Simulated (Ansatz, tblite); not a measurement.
# Al4As4 wurtzite atom sphere (Al₄As₄H₁₄): spin states and exact exchange

Is the singlet the ground state of Al4As4 wurtzite atom sphere (Al₄As₄H₁₄)? Other spin states are computed and compared level by level.

Program: Ansatz 0.2.0, Gaussian basis. Level of theory: as each input shows. These are calculated values, not measurements.

Plan: triplet, at the geometry of the singlet (GFN1-xTB, GFN2-xTB, PBE0-D4/def2-TZVP, PBE-D4/def2-TZVP); the singlet's energies come from earlier runs.

1 further run of the same task is left out (set aside as unsound or not needed).

**1. The geometry**

The singlet was relaxed beforehand with r2SCAN-D4/def2-SVP.

22 atoms, charge 0, spin multiplicity 1.

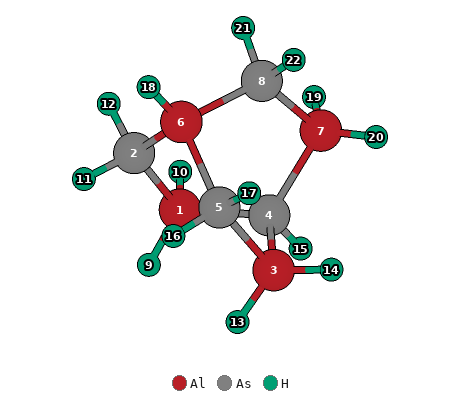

The geometry (aluminium red, arsenic grey, hydrogen teal); atoms are numbered from 1 in the order of the file.

Geometry (Å):

```xyz
22
charge 0, multiplicity 1
Al   -2.11422   -1.21444   -1.42370
As   -1.90890   -1.10355    1.14375
Al    2.10554   -1.22524   -1.42826
As   -0.00177   -0.00466   -1.96842
As    1.91509   -1.10034    1.13950
Al    0.00359    0.00528    2.28828
Al    0.00341    2.43201   -1.43452
As   -0.00107    2.21086    1.13390
H    -2.01388   -2.77148   -1.74200
H    -3.40491   -0.33456   -1.73337
H    -2.00143   -2.47148    1.77451
H    -3.14203   -0.50961    1.77958
H     1.99107   -2.78365   -1.73535
H     3.40104   -0.35769   -1.75197
H    -0.00300   -0.00789   -3.48215
H     2.01494   -2.46584    1.77441
H     3.14949   -0.50049    1.76727
H     0.00517    0.00878    3.87498
H    -1.39691    3.11937   -1.75457
H     1.40889    3.11163   -1.74868
H    -1.13972    2.97731    1.76133
H     1.12963    2.98563    1.76548
```

**2. Triplet at the fixed geometry, GFN1-xTB**

Tight binding, by tblite at 300 K electronic temperature and without a spin-polarisation term:

```python
tblite.interface.Calculator('GFN1-xTB', numbers, positions, charge=0, uhf=2).singlepoint()
```

Energy -601.2790 eV; 0.089 s.

**3. Triplet at the fixed geometry, GFN2-xTB**

Tight binding, by tblite at 300 K electronic temperature and without a spin-polarisation term:

```python
tblite.interface.Calculator('GFN2-xTB', numbers, positions, charge=0, uhf=2).singlepoint()
```

Energy -565.5000 eV; 0.065 s.

**4. Triplet at the fixed geometry, PBE0-D4/def2-TZVP**

File in.yaml:

```yaml
crystal:
  periodic: [false, false, false]
  atoms:
    - {symbol: Al, position_ang: [-2.114220, -1.214442, -1.423696]}
    - {symbol: As, position_ang: [-1.908900, -1.103553, 1.143745]}
    - {symbol: Al, position_ang: [2.105536, -1.225238, -1.428260]}
    - {symbol: As, position_ang: [-0.001768, -0.004658, -1.968420]}
    - {symbol: As, position_ang: [1.915091, -1.100339, 1.139498]}
    - {symbol: Al, position_ang: [0.003590, 0.005284, 2.288282]}
    - {symbol: Al, position_ang: [0.003411, 2.432013, -1.434520]}
    - {symbol: As, position_ang: [-0.001073, 2.210860, 1.133905]}
    - {symbol: H, position_ang: [-2.013882, -2.771475, -1.742003]}
    - {symbol: H, position_ang: [-3.404912, -0.334556, -1.733368]}
    - {symbol: H, position_ang: [-2.001433, -2.471477, 1.774507]}
    - {symbol: H, position_ang: [-3.142031, -0.509611, 1.779583]}
    - {symbol: H, position_ang: [1.991065, -2.783652, -1.735354]}
    - {symbol: H, position_ang: [3.401038, -0.357693, -1.751967]}
    - {symbol: H, position_ang: [-0.003004, -0.007887, -3.482151]}
    - {symbol: H, position_ang: [2.014937, -2.465836, 1.774412]}
    - {symbol: H, position_ang: [3.149495, -0.500494, 1.767266]}
    - {symbol: H, position_ang: [0.005171, 0.008783, 3.874981]}
    - {symbol: H, position_ang: [-1.396914, 3.119375, -1.754568]}
    - {symbol: H, position_ang: [1.408893, 3.111633, -1.748678]}
    - {symbol: H, position_ang: [-1.139720, 2.977314, 1.761328]}
    - {symbol: H, position_ang: [1.129632, 2.985631, 1.765479]}
basis:
  gaussian: {orbitals: def2-TZVP, fitting: {mean_field: def2-universal-jkfit}}
magnetization: {spin_polarized: true, initial_magnetization: 2}
hamiltonian: {xc: pbe0, dispersion: d4}
scf: {omitted_lower_state_checks: [starts]}
output: {orbitals: {seedname: orbitals}}
```

Launch:

```sh
ansatz run in.yaml --threads 2 --pin off --events-out ev --progress --plain --max-ram 32768MiB --backend cuda --devices 0, --max-vram 18GiB
```

The program printed:

```text
Functional definition: PBE0
  name "PBE0"
  cite "Adamo & Barone, J. Chem. Phys. 110, 6158 (1999) doi:10.1063/1.478522"
  cite "Perdew, Burke & Ernzerhof, Phys. Rev. Lett. 77, 3865 (1996) doi:10.1103/PhysRevLett.77.3865"
  parent pbe
  parameter a = 0.25
  parameter kappa = 0.804
  parameter beta = 0.06672455060314922
  exchange = (1 - a)*pbe_x(kappa = kappa, mu = beta*pi^2/3) + a*exact_x
  correlation = pbe_c(beta = beta)
these checks for a lower state are left out or cut short: starts
1828 factors; integrals over basis functions are off by at most 6.8e-1 eV
mean field evaluation 1: about -269936.4022 eV, gradient 2.0e1 eV
mean field evaluation 2: about -269933.4958 eV, gradient 2.5e1 eV
mean field evaluation 4: about -269938.3944 eV, gradient 4.3e0 eV
mean field evaluation 8: about -269938.5800 eV, gradient 2.6e-1 eV
mean field evaluation 16: about -269938.5874 eV, gradient 3.5e-2 eV
mean field evaluation 32: about -269938.5885 eV, gradient 2.5e-3 eV
mean field evaluation 64: about -269938.5885 eV, gradient 3.4e-6 eV
mean field -269938.58846811 eV, -9920.0601552563 hartree, gradient 3.4e-6 eV, S^2 2.007784; 0 other end points of the search recorded, 0 dependent functions left out
reference -269938.58853171 eV, -9920.0601575934 hartree; 100, 98 occupied and 324, 326 virtual orbitals, 1828 factors
Total energy: -269939.51113069 eV, -9920.0940624807 hartree
Checks for a lower state left out: starts
```

Run time: 12 s. Hardware: 1 × H100 (card shared with other runs) with 2 threads of AMD EPYC 7R13, shared host; peak host memory 0.97 GiB.

From the report: HOMO -2.64 eV, LUMO -6.47 eV (over both spins; with the spin held, an empty level of the minority spin lies below the top filled one); ⟨S²⟩ 2.008 (pure: 2.00).

**5. Triplet at the fixed geometry, PBE-D4/def2-TZVP**

start.molden holds the orbitals of an earlier run on this state, given as this run's starting guess.

in.yaml, as its differences from that of step 4:

```diff
@@ -26,5 +26,5 @@
 basis:
-  gaussian: {orbitals: def2-TZVP, fitting: {mean_field: def2-universal-jkfit}}
+  gaussian: {orbitals: def2-TZVP, fitting: {mean_field: def2-universal-jkfit}, initial_orbitals: start.molden}
 magnetization: {spin_polarized: true, initial_magnetization: 2}
-hamiltonian: {xc: pbe0, dispersion: d4}
+hamiltonian: {xc: pbe, dispersion: d4}
 scf: {omitted_lower_state_checks: [starts]}
```

The command is unchanged.

The program printed:

```text
Functional definition: PBE
  name "PBE"
  cite "Perdew, Burke & Ernzerhof, Phys. Rev. Lett. 77, 3865 (1996) doi:10.1103/PhysRevLett.77.3865"
  parent pbe
  parameter kappa = 0.804
  parameter beta = 0.06672455060314922
  exchange = pbe_x(kappa = kappa, mu = beta*pi^2/3)
  correlation = pbe_c(beta = beta)
these checks for a lower state are left out or cut short: starts
1828 factors; integrals over basis functions are off by at most 6.8e-1 eV
mean field evaluation 1: about -269928.4894 eV, gradient 1.4e1 eV
mean field evaluation 2: about -269928.8155 eV, gradient 4.8e-1 eV
mean field evaluation 4: about -269928.8374 eV, gradient 1.9e-1 eV
mean field evaluation 8: about -269928.8440 eV, gradient 1.3e-1 eV
mean field evaluation 16: about -269928.8455 eV, gradient 2.3e-5 eV
mean field -269928.84546138 eV, -9919.7021063628 hartree, gradient 2.2e-6 eV, S^2 2.002992; 0 other end points of the search recorded, 0 dependent functions left out
reference -269928.84554674 eV, -9919.7021094996 hartree; 100, 98 occupied and 324, 326 virtual orbitals, 1828 factors
Total energy: -269929.87588187 eV, -9919.7399736174 hartree
Checks for a lower state left out: starts
```

It took 7.5 s on 1 × H100 (card shared with other runs) with 2 threads of AMD EPYC 7R13, shared host; peak host memory 0.92 GiB.

From the report: HOMO -2.11 eV, LUMO -6.64 eV (over both spins; with the spin held, an empty level of the minority spin lies below the top filled one); ⟨S²⟩ 2.003 (pure: 2.00).

**6. Triplet less singlet, vertical**

The singlet's energies are those of its earlier runs, whose logs aren't repeated here.

| level | triplet less singlet, vertical (kJ/mol) | time |
| --- | --- | --- |
| GFN1-xTB | +432.4 | 0.13 s |
| GFN2-xTB | +300.5 | 0.1 s |
| PBE-D4/def2-TZVP | +431.1 | 11 s |
| PBE0-D4/def2-TZVP | +488.7 | 18 s |

Times add the two runs; a level without a time comes out of a correlated run. Tight binding without a spin term can't rank spin states.

**7. Results**

| quantity | value |
| --- | --- |
| triplet less singlet, vertical, functionals in def2-TZVP | +431.1 (PBE-D4) to +488.7 kJ/mol (PBE0-D4) |

In words: All functionals put the triplet above the singlet, over a spread of 57.6 kJ/mol. The checks for a lower triplet were left out, so another state of that spin may lie lower. These are electronic energies, without zero-point motion, entropy or surroundings.
